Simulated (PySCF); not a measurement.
SMILES C[SiH](C)/C=C/[Si](O)(O)O, singlet at its GFN2-xTB optimised geometry (Å):

```
21

Si    -2.3407    -2.6139     2.9501
C     -4.1554    -2.0955     3.2173
C     -2.2721    -4.4867     2.6073
C     -1.6455    -1.6882     1.4602
C     -0.6901    -0.7608     1.4977
Si    -0.0189     0.1717     0.0000
O      1.6099     0.1717     0.0000
O     -0.5061     1.7276     0.0000
O     -0.5355    -0.5088    -1.3865
H     -1.5538    -2.2980     4.1562
H     -4.7611    -2.3069     2.3404
H     -4.5976    -2.6254     4.0558
H     -4.2350    -1.0319     3.4210
H     -1.2514    -4.8233     2.4522
H     -2.6828    -5.0543     3.4371
H     -2.8415    -4.7480     1.7196
H     -2.0660    -1.9295     0.4888
H     -0.2684    -0.5167     2.4663
H      2.0660     0.8503     0.4875
H     -1.3924     1.9295    -0.2832
H     -0.1068    -1.3026    -1.6905
```

Calculation: B3LYP/def2-SVP (PySCF). Cells within 0.4 Å of a nucleus heavier than hydrogen are left out (blank, or x).

Map of the log10 of the electron density (e/bohr³), floored at −4 on the plane z = 0.0 Å:

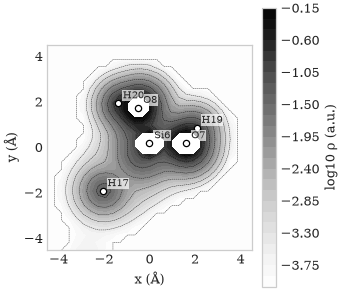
Figure. Log10 of the electron density (e/bohr³), floored at −4 on the plane z = 0.0 Å.
